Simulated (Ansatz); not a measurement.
# Run report: Ge₂H₄Cl₄, nudged elastic band (part 1 of 2)

Ge₂H₄Cl₄, computed with RKS PBE/def2-SVP (Ansatz 0.2.0).

It belongs to a series of runs on one base structure; here: band between the two ends. Figures and captions count atoms from 1; the log counts them from 0 in places.

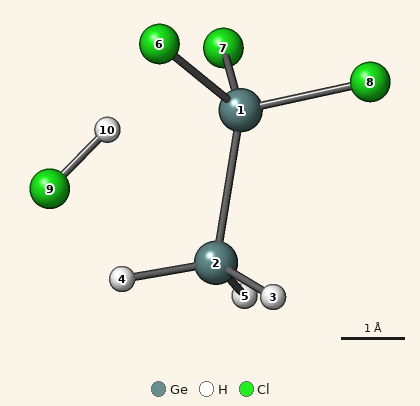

**Figure 1.** The input geometry (ball-and-stick view, seen at a tilt; atoms are numbered from 1 in the order of the input). Sticks mark near contacts.

**Input**
```yaml
crystal:
  periodic: [false, false, false]
  atoms:
    - { symbol: Ge, position_ang: [-0.159152, -0.199707, 0.202357] }
    - { symbol: Ge, position_ang: [-0.044763, -0.333271, 2.651492] }
    - { symbol: H, position_ang: [-0.68193, -1.705297, 2.984328] }
    - { symbol: H, position_ang: [1.43452, -0.270892, 3.076215] }
    - { symbol: H, position_ang: [-0.890643, 0.82733, 3.218314] }
    - { symbol: Cl, position_ang: [1.549989, -1.115915, -0.778813] }
    - { symbol: Cl, position_ang: [-0.295877, 1.859703, -0.58805] }
    - { symbol: Cl, position_ang: [-1.947552, -1.186558, -0.547776] }
    - { symbol: Cl, position_ang: [2.004846, 2.725839, 2.011018] }
    - { symbol: H, position_ang: [1.204262, 2.673167, 0.973316] }
basis:
  gaussian: { orbitals: def2-SVP }
hamiltonian:
  xc: pbe
neb:
  order_check: false
  images: 7
  f_tol: 0.03
  max_iterations: 60
  final_atoms:
    - { symbol: Ge, position_ang: [0.96731666, 0.31857675, -0.87784082] }
    - { symbol: Ge, position_ang: [-0.53133728, 0.33773778, 3.51950029] }
    - { symbol: H, position_ang: [-1.73469364, -0.60349849, 3.77921556] }
    - { symbol: H, position_ang: [0.74015418, -0.50750368, 3.2662192] }
    - { symbol: H, position_ang: [-0.31129439, 1.24838587, 4.75320425] }
    - { symbol: Cl, position_ang: [1.85864, -0.0646792, -2.79489276] }
    - { symbol: Cl, position_ang: [-0.49762769, 1.87948698, -1.06783834] }
    - { symbol: Cl, position_ang: [0.01832096, -1.47536457, -0.16371919] }
    - { symbol: Cl, position_ang: [2.49239502, 0.9259635, 0.51003935] }
    - { symbol: H, position_ang: [-0.82817383, 1.21529404, 2.27851347] }
  initial_path:
    images:
      - { positions_ang: [[-0.159152, -0.199707, 0.202357], [-0.044763, -0.333271, 2.651492], [-0.68193, -1.705297, 2.984328], [1.43452, -0.270892, 3.076215], [-0.890643, 0.82733, 3.218314], [1.549989, -1.115915, -0.778813], [-0.295877, 1.859703, -0.58805], [-1.947552, -1.186558, -0.547776], [2.004846, 2.725839, 2.011018], [1.204262, 2.673167, 0.973316]] }
      - { positions_ang: [[-0.13161584, -0.13001763, 0.149709], [-0.02609036, -0.26727606, 2.67277559], [-0.85258568, -1.39948378, 3.05644349], [1.34619852, -0.48404641, 3.09910841], [-0.56354351, 0.94898433, 3.24338476], [1.66778049, -0.82448672, -0.78661783], [-0.484928, 1.88511007, -0.5956246], [-1.75502904, -1.30352225, -0.61336953], [1.84439404, 2.53979305, 1.72078078], [1.12911939, 2.30934438, 1.25581093]] }
      - { positions_ang: [[-0.10407969, -0.06032826, 0.097061], [-0.00741772, -0.20128111, 2.69405919], [-1.02324137, -1.09367055, 3.12855898], [1.25787704, -0.69720082, 3.12200182], [-0.23644401, 1.07063866, 3.26845552], [1.78557198, -0.53305845, -0.79442266], [-0.67397899, 1.91051715, -0.60319921], [-1.56250608, -1.42048649, -0.67896307], [1.68394208, 2.3537471, 1.43054357], [1.05397677, 1.94552176, 1.53830586]] }
      - { positions_ang: [[-0.07654353, 0.00936111, 0.04441299], [0.01125492, -0.13528617, 2.71534278], [-1.19389705, -0.78785733, 3.20067448], [1.16955556, -0.91035523, 3.14489523], [0.09065548, 1.192293, 3.29352629], [1.90336347, -0.24163017, -0.80222749], [-0.86302999, 1.93592422, -0.61077381], [-1.36998313, -1.53745074, -0.7445566], [1.52349011, 2.16770116, 1.14030635], [0.97883416, 1.58169915, 1.82080079]] }
      - { positions_ang: [[-0.04900737, 0.07905048, -0.00823501], [0.02992756, -0.06929122, 2.73662637], [-1.36455274, -0.4820441, 3.27278997], [1.08123409, -1.12350964, 3.16778863], [0.41775497, 1.31394733, 3.31859705], [2.02115497, 0.04979811, -0.81003232], [-1.05208099, 1.96133129, -0.61834841], [-1.17746017, -1.65441499, -0.81015014], [1.36303815, 1.98165521, 0.85006913], [0.90369154, 1.21787653, 2.10329572]] }
      - { positions_ang: [[0.20507363, 0.13893205, -0.22563646], [-0.11038865, 0.03246603, 2.93234485], [-1.45708796, -0.5124077, 3.39939636], [0.99596411, -0.96950815, 3.19239628], [0.23549263, 1.29755697, 3.67724885], [1.98052622, 0.02117878, -1.30624743], [-0.91346766, 1.94087022, -0.73072089], [-0.87851488, -1.60965238, -0.6485424], [1.64537737, 1.71773228, 0.76506169], [0.4707252, 1.21723091, 2.14710016]] }
      - { positions_ang: [[0.45915464, 0.19881362, -0.44303792], [-0.25070486, 0.13422328, 3.12806333], [-1.54962319, -0.5427713, 3.52600276], [0.91069413, -0.81550666, 3.21700392], [0.05323029, 1.2811666, 4.03590065], [1.93989748, -0.00744055, -1.80246254], [-0.77485434, 1.92040914, -0.84309338], [-0.5795696, -1.56488978, -0.48693466], [1.92771659, 1.45380936, 0.68005424], [0.03775885, 1.21658529, 2.1909046]] }
      - { positions_ang: [[0.71323565, 0.25869519, -0.66043937], [-0.39102107, 0.23598053, 3.32378181], [-1.64215841, -0.57313489, 3.65260916], [0.82542416, -0.66150517, 3.24161156], [-0.12903205, 1.26477624, 4.39455245], [1.89926874, -0.03605987, -2.29867765], [-0.63624101, 1.89994806, -0.95546586], [-0.28062432, -1.52012717, -0.32532693], [2.21005581, 1.18988643, 0.59504679], [-0.39520749, 1.21593967, 2.23470904]] }
      - { positions_ang: [[0.96731666, 0.31857675, -0.87784082], [-0.53133728, 0.33773778, 3.51950029], [-1.73469364, -0.60349849, 3.77921556], [0.74015418, -0.50750368, 3.2662192], [-0.31129439, 1.24838587, 4.75320425], [1.85864, -0.0646792, -2.79489276], [-0.49762769, 1.87948698, -1.06783834], [0.01832096, -1.47536457, -0.16371919], [2.49239502, 0.9259635, 0.51003935], [-0.82817383, 1.21529404, 2.27851347]] }
```

Launched with:
```bash
ansatz run input.yaml --threads 4 --pin off --max-ram 5120MiB --backend cpu --events-out ev --progress --plain --runs-dir out
```

**What the program printed**
```
Engine: ansatz 0.2.0, aarch64-unknown-linux-gnu
Functional definition: PBE
  parameter kappa = 0.804
  parameter beta = 0.06672455060314922
  exchange = pbe_x(kappa = kappa, mu = beta*pi^2/3)
  correlation = pbe_c(beta = beta)
1714 factors; their error is unknown
mean field evaluation 1: about -163126.8196 eV, gradient 3.4e1 eV
mean field evaluation 2: about -163124.7781 eV, gradient 4.8e1 eV
mean field evaluation 4: about -163128.5770 eV, gradient 1.5e0 eV
mean field evaluation 8: about -163128.5837 eV, gradient 3.2e-2 eV
mean field evaluation 16: about -163128.4686 eV, gradient 4.9e-5 eV
mean field -163128.46856235 eV, -5994.8606472192 hartree, gradient 4.9e-5 eV, S^2 0.000000; 0 other end points of the search recorded, 0 dependent functions left out
the calculation of the forces begins
reference -163128.46860109 eV, -5994.8606486426 hartree; 68, 68 occupied and 88, 88 virtual orbitals, 1714 factors
1714 factors; their error is unknown
mean field evaluation 32: about -163128.5390 eV, gradient 6.0e-5 eV
mean field -163128.53901398 eV, -5994.8632362685 hartree, gradient 6.0e-5 eV, S^2 0.000000; 0 other end points of the search recorded, 0 dependent functions left out
[... from here on the field's lines of each further geometry are left out, up to the last ...]
NEB iter   1: max|band force component| = 7.750e1 eV/Å  barrier→ = 15.4232 eV  barrier← = 15.4937 eV  Δτ_max = 0.2000 Å  (254 SCF iters)
NEB iter   2: max|band force component| = 2.401e1 eV/Å  barrier→ = 3.9101 eV  barrier← = 3.9805 eV  Δτ_max = 0.2000 Å  (221 SCF iters)
NEB iter   3: max|band force component| = 1.396e1 eV/Å  barrier→ = 2.1919 eV  barrier← = 2.2624 eV  Δτ_max = 0.1996 Å  (201 SCF iters)
NEB iter   4: max|band force component| = 5.830e0 eV/Å  barrier→ = 1.8861 eV  barrier← = 1.9565 eV  Δτ_max = 0.2000 Å  (202 SCF iters)
NEB iter   5: max|band force component| = 2.197e0 eV/Å  barrier→ = 1.6209 eV  barrier← = 1.6913 eV  Δτ_max = 0.1993 Å  (202 SCF iters)
NEB iter   6: max|band force component| = 1.189e0 eV/Å  barrier→ = 1.4481 eV  barrier← = 1.5186 eV  Δτ_max = 0.1980 Å  (196 SCF iters)
NEB iter   7: max|band force component| = 9.538e-1 eV/Å  barrier→ = 1.3968 eV  barrier← = 1.4673 eV  Δτ_max = 0.1967 Å  (196 SCF iters)
NEB iter   8: max|band force component| = 9.527e-1 eV/Å  barrier→ = 1.5222 eV  barrier← = 1.5927 eV  CI = image 4  Δτ_max = 0.1947 Å  (192 SCF iters)
NEB iter   9: max|band force component| = 8.154e-1 eV/Å  barrier→ = 1.6088 eV  barrier← = 1.6792 eV  CI = image 4  Δτ_max = 0.1999 Å  (183 SCF iters)
NEB iter  10: max|band force component| = 1.068e0 eV/Å  barrier→ = 2.0731 eV  barrier← = 2.1436 eV  CI = image 4  Δτ_max = 0.1024 Å  (193 SCF iters)
NEB iter  11: max|band force component| = 7.145e-1 eV/Å  barrier→ = 2.0551 eV  barrier← = 2.1256 eV  CI = image 4  Δτ_max = 0.2000 Å  (179 SCF iters)
NEB iter  12: max|band force component| = 4.690e-1 eV/Å  barrier→ = 2.0479 eV  barrier← = 2.1184 eV  CI = image 4  Δτ_max = 0.1418 Å  (186 SCF iters)
NEB iter  13: max|band force component| = 1.589e-1 eV/Å  barrier→ = 2.0261 eV  barrier← = 2.0965 eV  CI = image 4  Δτ_max = 0.0472 Å  (179 SCF iters)
NEB iter  14: max|band force component| = 7.834e-2 eV/Å  barrier→ = 2.0205 eV  barrier← = 2.0909 eV  CI = image 4  Δτ_max = 0.0601 Å  (183 SCF iters)
NEB iter  15: max|band force component| = 5.194e-2 eV/Å  barrier→ = 2.0170 eV  barrier← = 2.0874 eV  CI = image 4  Δτ_max = 0.0812 Å  (181 SCF iters)
NEB iter  16: max|band force component| = 6.310e-2 eV/Å  barrier→ = 2.0122 eV  barrier← = 2.0826 eV  CI = image 4  Δτ_max = 0.0404 Å  (179 SCF iters)
NEB iter  17: max|band force component| = 8.661e-2 eV/Å  barrier→ = 2.0094 eV  barrier← = 2.0798 eV  CI = image 4  Δτ_max = 0.0201 Å  (177 SCF iters)
NEB iter  18: max|band force component| = 7.070e-2 eV/Å  barrier→ = 2.0082 eV  barrier← = 2.0786 eV  CI = image 4  Δτ_max = 0.0201 Å  (180 SCF iters)
NEB iter  19: max|band force component| = 4.859e-2 eV/Å  barrier→ = 2.0071 eV  barrier← = 2.0776 eV  CI = image 4  Δτ_max = 0.0201 Å  (176 SCF iters)
NEB iter  20: max|band force component| = 2.953e-2 eV/Å  barrier→ = 2.0062 eV  barrier← = 2.0767 eV  CI = image 4  Δτ_max = 0.0201 Å  (177 SCF iters)
NEB iter  21: max|band force component| = 4.389e-2 eV/Å  barrier→ = 2.0056 eV  barrier← = 2.0761 eV  CI = image 4  Δτ_max = 0.0201 Å  (29 SCF iters)
NEB iter  22: max|band force component| = 5.506e-2 eV/Å  barrier→ = 2.0051 eV  barrier← = 2.0756 eV  CI = image 4  Δτ_max = 0.0201 Å  (177 SCF iters)
NEB iter  23: max|band force component| = 5.059e-2 eV/Å  barrier→ = 2.0048 eV  barrier← = 2.0752 eV  CI = image 4  Δτ_max = 0.0201 Å  (177 SCF iters)
NEB iter  24: max|band force component| = 4.955e-2 eV/Å  barrier→ = 2.0046 eV  barrier← = 2.0750 eV  CI = image 4  Δτ_max = 0.0201 Å  (179 SCF iters)
NEB iter  25: max|band force component| = 5.395e-2 eV/Å  barrier→ = 2.0044 eV  barrier← = 2.0749 eV  CI = image 4  Δτ_max = 0.0201 Å  (177 SCF iters)
NEB iter  26: max|band force component| = 5.538e-2 eV/Å  barrier→ = 2.0043 eV  barrier← = 2.0747 eV  CI = image 4  Δτ_max = 0.0201 Å  (175 SCF iters)
NEB iter  27: max|band force component| = 6.068e-2 eV/Å  barrier→ = 2.0041 eV  barrier← = 2.0745 eV  CI = image 4  Δτ_max = 0.0201 Å  (177 SCF iters)
NEB iter  28: max|band force component| = 7.395e-2 eV/Å  barrier→ = 2.0038 eV  barrier← = 2.0743 eV  CI = image 4  Δτ_max = 0.0403 Å  (178 SCF iters)
NEB iter  29: max|band force component| = 8.374e-2 eV/Å  barrier→ = 2.0035 eV  barrier← = 2.0740 eV  CI = image 4  Δτ_max = 0.0800 Å  (177 SCF iters)
NEB iter  30: max|band force component| = 9.602e-2 eV/Å  barrier→ = 2.0039 eV  barrier← = 2.0744 eV  CI = image 4  Δτ_max = 0.0800 Å  (178 SCF iters)
NEB iter  31: max|band force component| = 1.037e-1 eV/Å  barrier→ = 2.0030 eV  barrier← = 2.0734 eV  CI = image 4  Δτ_max = 0.0800 Å  (177 SCF iters)
NEB iter  32: max|band force component| = 5.917e-2 eV/Å  barrier→ = 2.0028 eV  barrier← = 2.0732 eV  CI = image 4  Δτ_max = 0.1592 Å  (179 SCF iters)
NEB iter  33: max|band force component| = 3.534e-2 eV/Å  barrier→ = 2.0027 eV  barrier← = 2.0732 eV  CI = image 4  Δτ_max = 0.0987 Å  (161 SCF iters)
the calculation of the forces begins
reference -163128.52957660 eV, -5994.8628894514 hartree; 68, 68 occupied and 88, 88 virtual orbitals, 1714 factors
1714 factors; their error is unknown
mean field -163126.46585682 eV, -5994.7870491482 hartree, gradient 1.6e-5 eV, S^2 0.000000; 1 other end points of the search recorded, 0 dependent functions left out
the calculation of the forces begins
reference -163126.46589417 eV, -5994.7870505208 hartree; 68, 68 occupied and 88, 88 virtual orbitals, 1714 factors
NEB iter  34: max|band force component| = 2.466e-2 eV/Å  barrier→ = 2.0027 eV  barrier← = 2.0732 eV  CI = image 4  Δτ_max = 0.0000 Å  (353 SCF iters)
```
